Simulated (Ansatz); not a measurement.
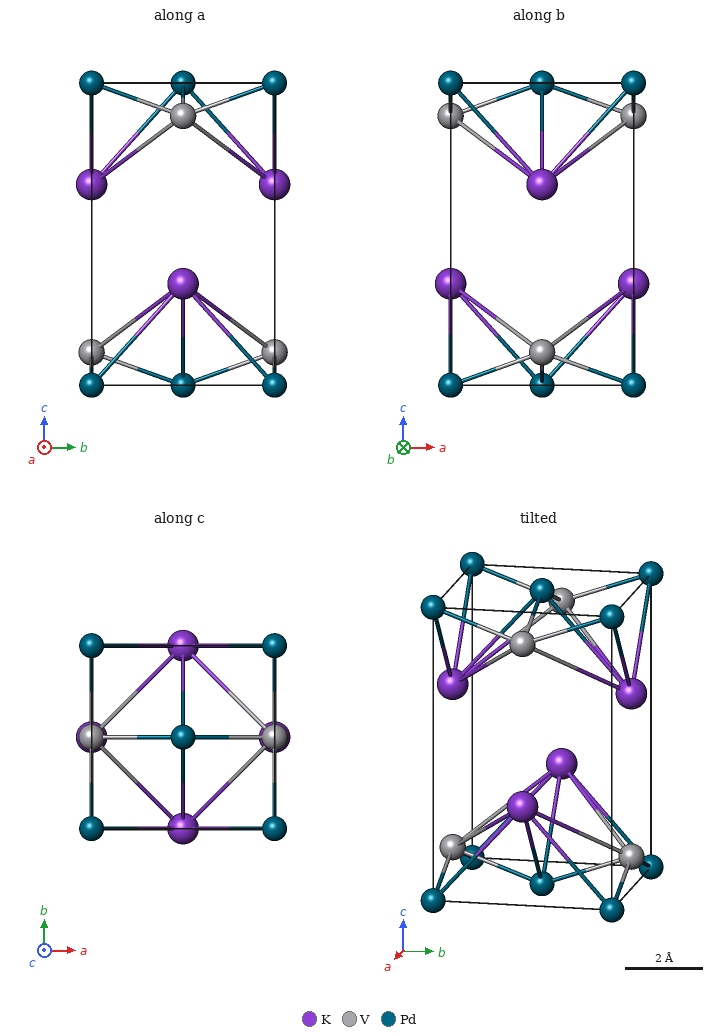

Shown here is a ball-and-stick view of the crystal, taken along the a axis, along the b axis, along the c axis and slightly off an axis. The parallelepiped is the conventional unit cell.

Lattice parameters: a = 4.774 Å, b = 4.774 Å, c = 7.884 Å, α = 90.00°, β = 90.00°, γ = 90.00°.

### Express the structure as a table of Wyckoff sites, with free fractional coordinates to two decimals.

Space group P4/nmm:1 (No. 129).
```tsv
atom	site	x	y	z
K	2c	0.50	0.00	0.66
V	2c	0.50	0.00	0.11
Pd	2a	0.00	0.00	0.00
```

The structure was taken from a structure type filled with these elements by a generator (whether the compound takes this form wasn't checked). It is drawn as it came out of a relaxation with DFT PBE, scalar-relativistic, plane waves, PAW (Ansatz).
